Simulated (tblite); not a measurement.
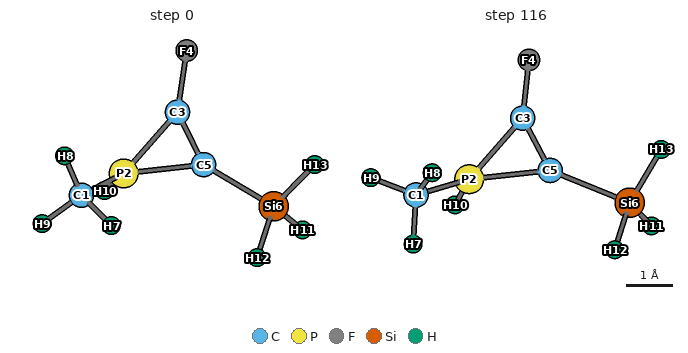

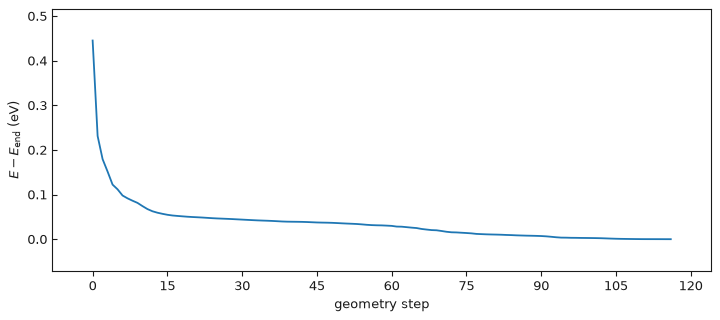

First and last geometry of a relaxation of C3H7FPSi (charge +1), with the history of the run. Style: ball-and-stick. Shown at a tilt.

These are results of GFN2-xTB geometry optimisation, gas phase in tblite, not measurements. 

> Read the history and describe the run.

It converged. The energy falls by 0.445 eV in 116 geometry steps. The atom that moves furthest after the best rigid fit is H7 (1.12 Å). By element the largest moves are H 1.12 Å, Si 0.27 Å, F 0.23 Å, C 0.21 Å, P 0.15 Å. Among the contacts that change: C3–F4 1.380 → 1.293 Å, C5–Si6 1.855 → 1.937 Å, C1–H9 1.120 → 1.092 Å, Si6–H12 1.483 → 1.458 Å. Among the angles between lasting bonds that change: C1–P2–C5 110.6° → 120.4°, P2–C5–Si6 143.9° → 152.3°, C3–C5–Si6 148.3° → 141.1°. Groups turn about C1–P2 by about 60°.

```csv
step,"E − E(0), eV"
0,0.0000
1,-0.2140
2,-0.2659
3,-0.2937
4,-0.3229
5,-0.3334
6,-0.3473
7,-0.3536
8,-0.3590
9,-0.3638
10,-0.3710
16,-0.3920
21,-0.3961
27,-0.3996
32,-0.4024
38,-0.4055
43,-0.4067
49,-0.4090
55,-0.4129
60,-0.4154
66,-0.4222
71,-0.4285
77,-0.4333
83,-0.4357
88,-0.4375
94,-0.4416
99,-0.4425
105,-0.4442
110,-0.4450
116,-0.4452
```
